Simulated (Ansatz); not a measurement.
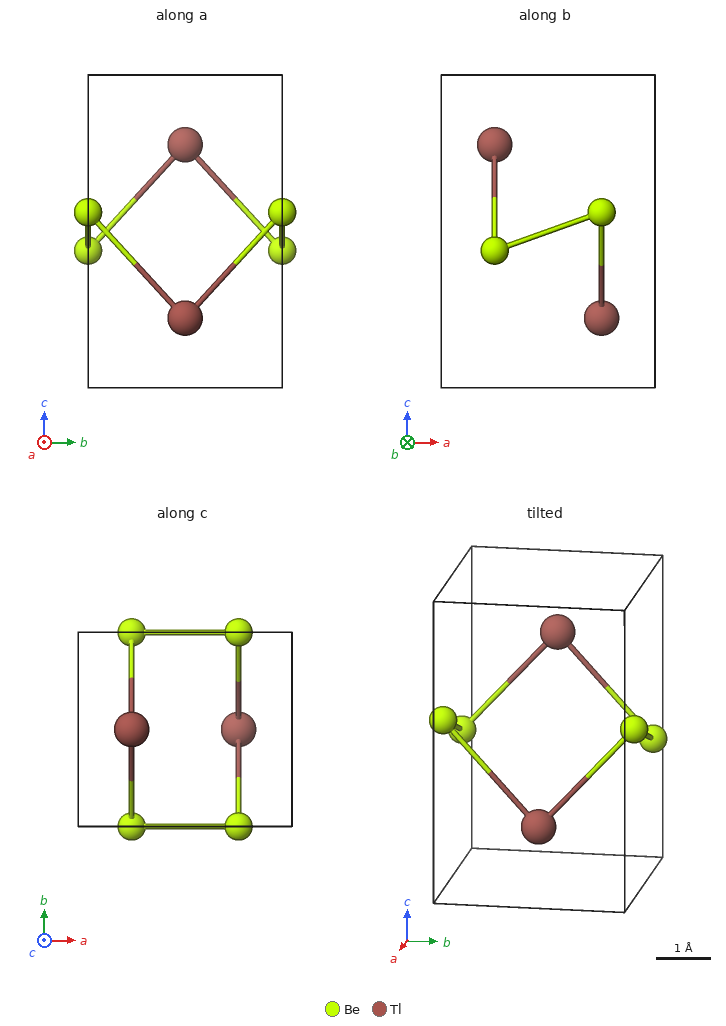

We look at a ball-and-stick model of the crystal along the a axis, along the b axis, along the c axis and slightly off an axis. Atoms at the boundary of the conventional unit cell (the box) are drawn once for each face, edge or corner they touch.

Lattice parameters: a = 3.9964 Å, b = 3.6284 Å, c = 5.8477 Å, α = 90.000°, β = 90.000°, γ = 90.000°.

Put the structure into a CIF in P1 with every atom of the cell, with free fractional coordinates to two decimals.

```cif
data_structure
_symmetry_space_group_name_H-M 'P 1'
_symmetry_Int_Tables_number 1
_cell_length_a 3.9964
_cell_length_b 3.6284
_cell_length_c 5.8477
_cell_angle_alpha 90.000
_cell_angle_beta 90.000
_cell_angle_gamma 90.000
_cell_volume 84.79
loop_
_atom_site_label
_atom_site_type_symbol
_atom_site_fract_x
_atom_site_fract_y
_atom_site_fract_z
_atom_site_occupancy
Be1 Be 0.75 0.00 0.56 1
Be2 Be 0.25 0.00 0.44 1
Tl1 Tl 0.75 0.50 0.22 1
Tl2 Tl 0.25 0.50 0.78 1
```

Starting structure: a textbook structure type filled with these elements (whether it is the usual form wasn't checked). Atoms and cell were optimised with Ansatz, DFT PBE, scalar-relativistic, plane waves, PAW.
